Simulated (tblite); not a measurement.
# C2H9OSi2: geometry relaxation (part 4 of 4)

C2H9OSi2, multiplicity 2, SMILES CO[SiH2][CH][SiH3]; GFN2-xTB geometry optimisation, gas phase (tblite 0.8.0). It belongs to a series of runs on one base structure; here: H removed from sp3 C.

Geometry of the input (Å):
```
C  -2.3710  0.8012  -0.0995
O  -1.0265  1.0330  0.0263
Si -0.3768  -0.2072  1.0587
C  0.9510  -1.0869  0.1519
Si 2.5094  -0.1385  -0.0643
H  -2.8196  0.4568  0.8611
H  -2.5131  0.0213  -0.8761
H  -2.9165  1.7053  -0.3954
H  -1.4901  -1.1555  1.3170
H  -0.0076  0.3547  2.3493
H  1.0881  -2.1491  0.4476
H  3.5240  -1.0197  -0.6872
H  2.3590  1.0052  -0.9903
H  3.0890  0.3789  1.1589
```

## Trajectory as extended XYZ, continued
```
14
Properties=species:S:1:pos:R:3:forces:R:3 step=153 energy=-445.04252
C    -2.2001    1.0601   -0.1037    0.0000   0.0080   0.0060
O    -0.9383    0.5572    0.1980   -0.0070   0.0040   0.0120
Si   -0.5707   -0.7228    1.1289    0.0070  -0.0110  -0.0380
C     1.2699   -0.8443    0.9598    0.0010   0.0230  -0.0040
Si    2.3961   -0.0733   -0.3031    0.0460  -0.0240   0.0390
H    -2.8716    1.0082    0.7577    0.0130   0.0130  -0.0130
H    -2.6496    0.4951   -0.9265    0.0180   0.0160   0.0230
H    -2.0887    2.1040   -0.4047   -0.0080  -0.0280  -0.0150
H    -1.2530   -1.9338    0.6419   -0.0200  -0.0390   0.0010
H    -1.0206   -0.4967    2.5110    0.0030   0.0120   0.0210
H     1.7433   -1.4908    1.6861   -0.0110  -0.0180   0.0040
H     3.1464   -1.1413   -0.9879   -0.0030   0.0090   0.0140
H     1.6594    0.7003   -1.2941   -0.0100   0.0400  -0.0150
H     3.3768    0.7777    0.3945   -0.0270  -0.0040  -0.0360
14
Properties=species:S:1:pos:R:3:forces:R:3 step=156 energy=-445.04459
C    -2.1882    1.0619   -0.1107    0.0520  -0.0040   0.0280
O    -0.9343    0.5435    0.2002   -0.0360   0.0340  -0.0200
Si   -0.5733   -0.7391    1.1282   -0.0060   0.0100   0.0710
C     1.2633   -0.8753    0.9337   -0.0060   0.0360  -0.0380
Si    2.3903   -0.0563   -0.2986   -0.0600  -0.0300   0.0560
H    -2.8473    1.0787    0.7605    0.0220   0.0230   0.0270
H    -2.6646    0.4605   -0.8870   -0.0320  -0.0350  -0.0590
H    -2.0560    2.0808   -0.4799    0.0030  -0.0180   0.0070
H    -1.2945   -1.9438    0.6840    0.0010  -0.0240  -0.0280
H    -0.9824   -0.4894    2.5219    0.0000   0.0040  -0.0080
H     1.7427   -1.5393    1.6383   -0.0150  -0.0520   0.0320
H     3.1545   -1.1006   -0.9956    0.0440  -0.0210  -0.0220
H     1.6488    0.7293   -1.2768    0.0030   0.0420  -0.0180
H     3.3403    0.7889    0.4395    0.0290   0.0340  -0.0280
14
Properties=species:S:1:pos:R:3:forces:R:3 step=159 energy=-445.04679
C    -2.1838    1.0577   -0.1147   -0.0480   0.0010  -0.0110
O    -0.9306    0.5318    0.1789   -0.0170  -0.0230   0.0070
Si   -0.5756   -0.7355    1.1322   -0.0160  -0.0340   0.0140
C     1.2541   -0.9124    0.9034   -0.0250   0.0230   0.0110
Si    2.3892   -0.0507   -0.2889    0.0020   0.0240  -0.0340
H    -2.8143    1.1255    0.7775    0.0430   0.0020  -0.0320
H    -2.6986    0.4342   -0.8536    0.0230   0.0180   0.0390
H    -2.0472    2.0584   -0.5297    0.0050  -0.0210   0.0040
H    -1.3230   -1.9420    0.7292    0.0210   0.0130  -0.0260
H    -0.9681   -0.4524    2.5236    0.0130   0.0180   0.0050
H     1.7281   -1.6084    1.5816   -0.0330  -0.0390   0.0120
H     3.1893   -1.0584   -1.0046    0.0090  -0.0020   0.0170
H     1.6683    0.7595   -1.2667    0.0050   0.0030   0.0240
H     3.3113    0.7923    0.4897    0.0200   0.0170  -0.0290
14
Properties=species:S:1:pos:R:3:forces:R:3 step=162 energy=-445.04945
C    -2.1659    1.0632   -0.1204   -0.0230   0.0120   0.0700
O    -0.9283    0.4874    0.1454   -0.0240   0.0120  -0.0010
Si   -0.5838   -0.7623    1.1239   -0.0190  -0.0550  -0.0090
C     1.2450   -0.9397    0.8872   -0.0040   0.0560   0.0140
Si    2.3775   -0.0296   -0.2763    0.0300  -0.0290  -0.0070
H    -2.7232    1.2472    0.8057    0.0180  -0.0220  -0.0920
H    -2.7648    0.4089   -0.7655    0.0470   0.0940   0.0570
H    -1.9948    2.0191   -0.6233   -0.0340  -0.0940  -0.0110
H    -1.3348   -1.9714    0.7345    0.0200   0.0190  -0.0180
H    -0.9750   -0.4658    2.5141    0.0190   0.0300  -0.0170
H     1.7121   -1.6523    1.5530    0.0050  -0.0320  -0.0140
H     3.2072   -1.0163   -0.9965   -0.0410   0.0570   0.0390
H     1.6447    0.7880   -1.2411    0.0300  -0.0270   0.0320
H     3.2834    0.8231    0.5173   -0.0250  -0.0210  -0.0420
14
Properties=species:S:1:pos:R:3:forces:R:3 step=166 energy=-445.05306
C    -2.1756    1.0643   -0.1157   -0.0150  -0.0390   0.0210
O    -0.9380    0.4792    0.1302   -0.0240   0.0100  -0.0090
Si   -0.5844   -0.7637    1.1159   -0.0060   0.0520  -0.0230
C     1.2441   -0.9408    0.8821    0.0300  -0.0550   0.0190
Si    2.3903   -0.0251   -0.2614   -0.0150   0.0150   0.0210
H    -2.6972    1.2951    0.8170    0.0000   0.0110   0.0020
H    -2.8117    0.3988   -0.7086    0.0390   0.0110   0.0180
H    -2.0137    1.9898   -0.6705    0.0120  -0.0100  -0.0080
H    -1.3270   -1.9740    0.7259   -0.0150  -0.0150   0.0040
H    -0.9632   -0.4405    2.5030   -0.0020  -0.0100  -0.0070
H     1.6971   -1.7060    1.5011   -0.0200   0.0370  -0.0220
H     3.2270   -1.0049   -0.9715    0.0070  -0.0040  -0.0090
H     1.6666    0.7970   -1.2255    0.0010  -0.0040  -0.0080
H     3.2849    0.8306    0.5358    0.0070   0.0020   0.0020
14
Properties=species:S:1:pos:R:3:forces:R:3 step=169 energy=-445.05389
C    -2.1787    1.0639   -0.1126   -0.0020  -0.0100   0.0020
O    -0.9375    0.4850    0.1263    0.0030   0.0030   0.0080
Si   -0.5842   -0.7600    1.1082   -0.0120  -0.0080  -0.0110
C     1.2427   -0.9523    0.8713   -0.0310   0.0190  -0.0150
Si    2.3945   -0.0218   -0.2530    0.0110   0.0040  -0.0130
H    -2.6845    1.3198    0.8228    0.0060   0.0020  -0.0130
H    -2.8216    0.3823   -0.6780    0.0080   0.0190   0.0130
H    -2.0228    1.9741   -0.6943   -0.0100  -0.0130  -0.0020
H    -1.3393   -1.9666    0.7230    0.0060   0.0120   0.0050
H    -0.9545   -0.4394    2.4978   -0.0040  -0.0020   0.0010
H     1.6844   -1.7270    1.4815    0.0300  -0.0250   0.0210
H     3.2426   -0.9917   -0.9642    0.0000  -0.0060  -0.0070
H     1.6717    0.7997   -1.2184    0.0020   0.0010  -0.0060
H     3.2864    0.8335    0.5474   -0.0060   0.0050   0.0160
14
Properties=species:S:1:pos:R:3:forces:R:3 step=172 energy=-445.05435
C    -2.1813    1.0645   -0.1071   -0.0050  -0.0010  -0.0050
O    -0.9345    0.5005    0.1379   -0.0040   0.0060  -0.0040
Si   -0.5859   -0.7580    1.1036    0.0160   0.0010   0.0130
C     1.2402   -0.9547    0.8655    0.0160  -0.0150  -0.0040
Si    2.3992   -0.0218   -0.2508   -0.0100   0.0130  -0.0060
H    -2.6782    1.3480    0.8261    0.0130  -0.0030  -0.0410
H    -2.8255    0.3604   -0.6433    0.0030   0.0350   0.0200
H    -2.0359    1.9558   -0.7210   -0.0170  -0.0230   0.0150
H    -1.3450   -1.9556    0.7033   -0.0060  -0.0040   0.0010
H    -0.9541   -0.4500    2.4965   -0.0070  -0.0090   0.0040
H     1.6812   -1.7378    1.4683   -0.0030   0.0130  -0.0020
H     3.2519   -0.9895   -0.9585    0.0030  -0.0100  -0.0060
H     1.6843    0.8030   -1.2197   -0.0020  -0.0050  -0.0040
H     3.2829    0.8347    0.5571    0.0000   0.0020   0.0180
14
Properties=species:S:1:pos:R:3:forces:R:3 step=175 energy=-445.05487
C    -2.1760    1.0687   -0.1019   -0.0250   0.0120   0.0010
O    -0.9308    0.5044    0.1482   -0.0100   0.0030   0.0030
Si   -0.5881   -0.7675    1.0987    0.0190   0.0060   0.0110
C     1.2411   -0.9511    0.8701    0.0100   0.0020  -0.0100
Si    2.3975   -0.0187   -0.2513   -0.0080  -0.0100   0.0120
H    -2.6600    1.3905    0.8256    0.0230  -0.0110  -0.0270
H    -2.8347    0.3546   -0.6048    0.0010   0.0060   0.0100
H    -2.0326    1.9358   -0.7483   -0.0020   0.0050   0.0010
H    -1.3433   -1.9582    0.6707   -0.0010  -0.0060   0.0020
H    -0.9704   -0.4873    2.4942    0.0010  -0.0050  -0.0070
H     1.6851   -1.7236    1.4840    0.0080   0.0050  -0.0050
H     3.2511   -0.9887   -0.9571   -0.0040   0.0020   0.0040
H     1.6804    0.7985   -1.2248   -0.0020  -0.0010  -0.0020
H     3.2800    0.8423    0.5546   -0.0100  -0.0070   0.0050
14
Properties=species:S:1:pos:R:3:forces:R:3 step=179 energy=-445.05536
C    -2.1745    1.0716   -0.1039   -0.0050   0.0030  -0.0180
O    -0.9340    0.4919    0.1369   -0.0090  -0.0060  -0.0080
Si   -0.5860   -0.7738    1.0939   -0.0300  -0.0200   0.0000
C     1.2391   -0.9729    0.8514   -0.0030  -0.0090   0.0110
Si    2.3947   -0.0092   -0.2418    0.0210  -0.0120   0.0050
H    -2.6150    1.4577    0.8205    0.0100  -0.0110  -0.0240
H    -2.8694    0.3486   -0.5433    0.0290   0.0210   0.0260
H    -2.0316    1.8973   -0.8040   -0.0120  -0.0120   0.0210
H    -1.3499   -1.9665    0.6814    0.0090   0.0190   0.0070
H    -0.9552   -0.4830    2.4903    0.0000  -0.0020   0.0030
H     1.6795   -1.7635    1.4456   -0.0010   0.0230  -0.0200
H     3.2676   -0.9599   -0.9503    0.0000   0.0100   0.0040
H     1.6805    0.8131   -1.2134    0.0010   0.0000   0.0040
H     3.2536    0.8480    0.5943   -0.0110  -0.0060  -0.0110
14
Properties=species:S:1:pos:R:3:forces:R:3 step=182 energy=-445.05560
C    -2.1733    1.0692   -0.1070    0.0040   0.0030   0.0090
O    -0.9340    0.4857    0.1288    0.0000  -0.0100   0.0020
Si   -0.5878   -0.7725    1.0964    0.0050  -0.0010   0.0000
C     1.2352   -0.9794    0.8425   -0.0010   0.0050  -0.0040
Si    2.3951   -0.0082   -0.2399   -0.0070  -0.0070   0.0060
H    -2.6073    1.4584    0.8185    0.0020  -0.0020  -0.0080
H    -2.8719    0.3472   -0.5391    0.0030   0.0020   0.0030
H    -2.0316    1.8925   -0.8085   -0.0090   0.0080  -0.0040
H    -1.3585   -1.9638    0.6992   -0.0050  -0.0030   0.0010
H    -0.9449   -0.4681    2.4935   -0.0020   0.0000  -0.0030
H     1.6750   -1.7772    1.4257    0.0030   0.0000   0.0000
H     3.2739   -0.9508   -0.9498    0.0060   0.0000  -0.0020
H     1.6833    0.8204   -1.2078    0.0000   0.0000  -0.0030
H     3.2460    0.8461    0.6054    0.0040   0.0040   0.0010
14
Properties=species:S:1:pos:R:3:forces:R:3 step=185 energy=-445.05570
C    -2.1735    1.0701   -0.1068   -0.0040  -0.0030  -0.0010
O    -0.9367    0.4775    0.1192   -0.0040  -0.0040   0.0020
Si   -0.5892   -0.7758    1.0927    0.0020  -0.0020  -0.0050
C     1.2329   -0.9859    0.8335   -0.0040   0.0020   0.0010
Si    2.3971   -0.0059   -0.2356    0.0010   0.0030  -0.0020
H    -2.5879    1.4814    0.8180    0.0040   0.0000   0.0010
H    -2.8879    0.3483   -0.5128    0.0080   0.0010   0.0020
H    -2.0363    1.8786   -0.8264   -0.0030   0.0030   0.0000
H    -1.3641   -1.9681    0.7061   -0.0010   0.0000  -0.0010
H    -0.9420   -0.4642    2.4892    0.0000   0.0020   0.0010
H     1.6717   -1.7892    1.4098    0.0000  -0.0050   0.0040
H     3.2863   -0.9396   -0.9444    0.0010  -0.0030   0.0000
H     1.6888    0.8251   -1.2040    0.0000   0.0010  -0.0020
H     3.2403    0.8471    0.6193   -0.0020   0.0030   0.0010
```

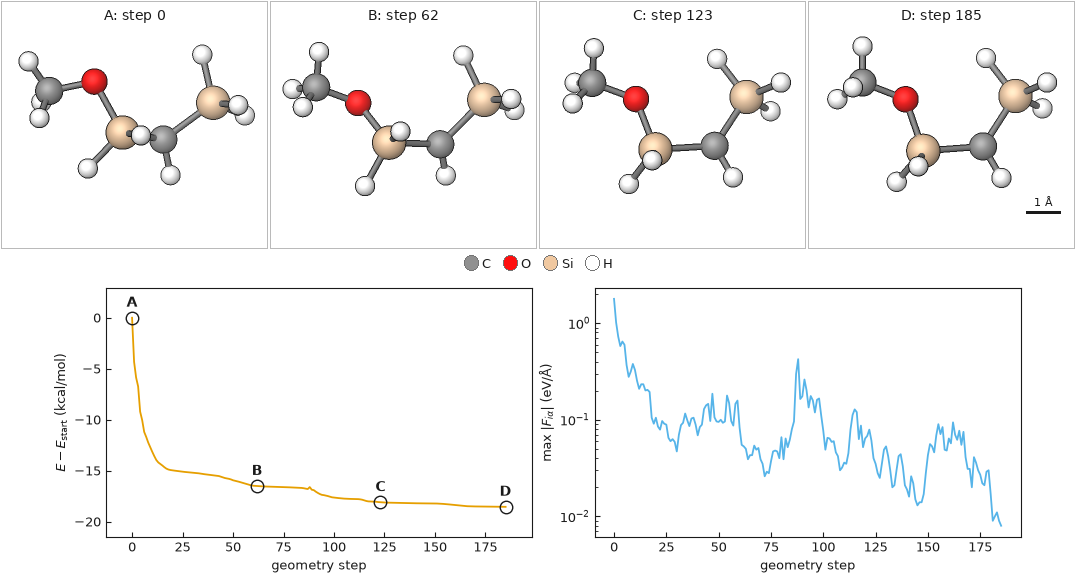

Frames of the relaxation (ball-and-stick view, seen at a tilt) above the curves, on which the letters mark them (steps are counted from 0).

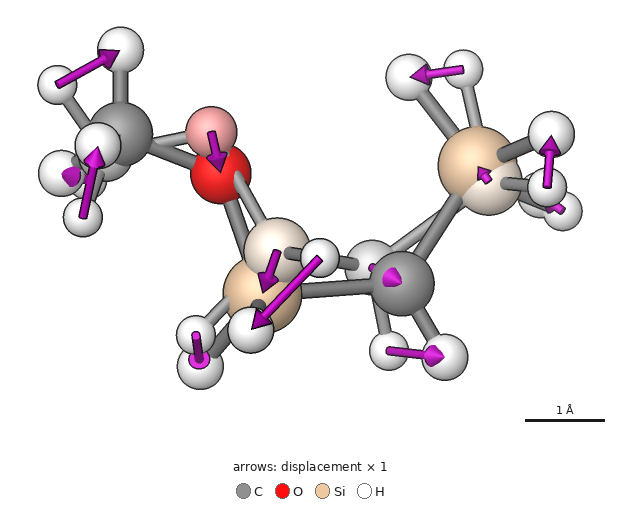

Start (faint) and end (solid) with the displacements as pink arrows, at true length (ball-and-stick view, seen at a tilt). The two geometries are laid on each other by the best rigid fit. The largest move after the best rigid fit is that of H10, 1.28 Å. By element the largest moves are H 1.28 Å, C 0.72 Å, Si 0.62 Å, O 0.57 Å. Among the contacts that change: O2–Si3 1.740 → 1.625 Å, C4–H11 1.111 → 1.082 Å, Si5–H14 1.449 → 1.473 Å, C4–Si5 1.837 → 1.860 Å. Among the angles that change: C1–O2–Si3 107.5° → 128.1°, Si3–C4–Si5 115.2° → 129.5°, O2–Si3–C4 108.6° → 102.4°. After 185 geometry steps the energy has fallen by 18.5 kcal/mol. The largest force component goes from 1.8 to 0.008 eV/Å. (Atoms are counted from 1 in the order of the input.)

## Summary

| quantity | value |
| --- | --- |
| outcome | converged |
| total energy | −445.0557 eV |
| wall time | 0.82 s |
| peak memory | 0.17 GiB |
